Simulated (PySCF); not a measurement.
GeH3I, SMILES `I[GeH3]`.

Method: PBE/def2-TZVP; geometry: GFN2-xTB; program: PySCF. Core potentials replace the inner electrons of I; spin–orbit coupling isn't included. No frequency check shows the geometry to be a minimum. A basis without diffuse functions makes polarisabilities too small. GFN2-xTB bond lengths at metals and heavier atoms can be off by up to 0.1 Å and shapes distorted, which carries into these values.

Geometry (Å), atoms numbered from 1:

```
I1      -1.0001   -0.0000    0.0000
Ge2      1.4755    0.0000    0.0001
H3       1.9287   -1.1317   -0.8693
H4       1.9325   -0.1878    1.4093
H5       1.9287    1.3189   -0.5453
```

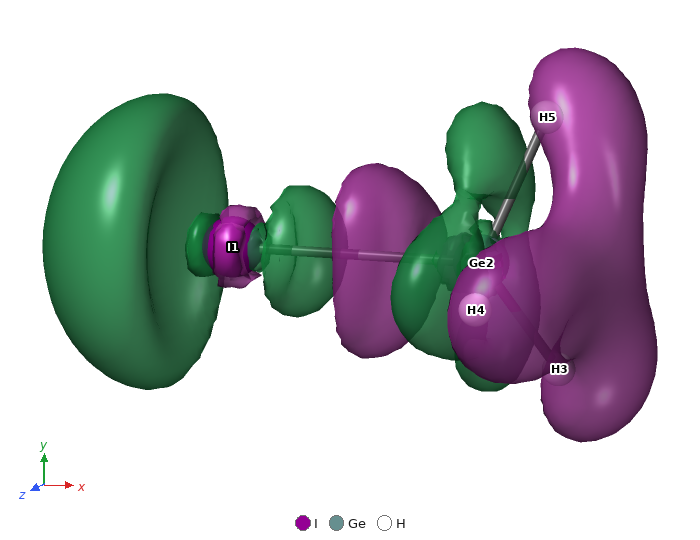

Change of the electron density in a uniform field of 0.21 V/Å, surfaces at ±0.002 e/Å³ (green: gain, purple: loss).

**Along which Cartesian direction does the field point?**

Along +x: electrons gather on the −x side, against the field.

**What dipole is induced, and what polarisability does it imply?**

The induced dipole is 0.84 D (along the field); α along this axis, from the fields in both directions, is 82 bohr³ (12.2 Å³).

**Which atoms gain and lose the most charge?**

Electrons gather most on I1 (Hirshfeld charge changes by −0.036 e) and leave Ge2 most (+0.015 e); 0.058 electrons are displaced in all.

Cost of the run: 48 s on 1 thread of Arm Neoverse N1 (shared host), peak memory 0.42 GiB.
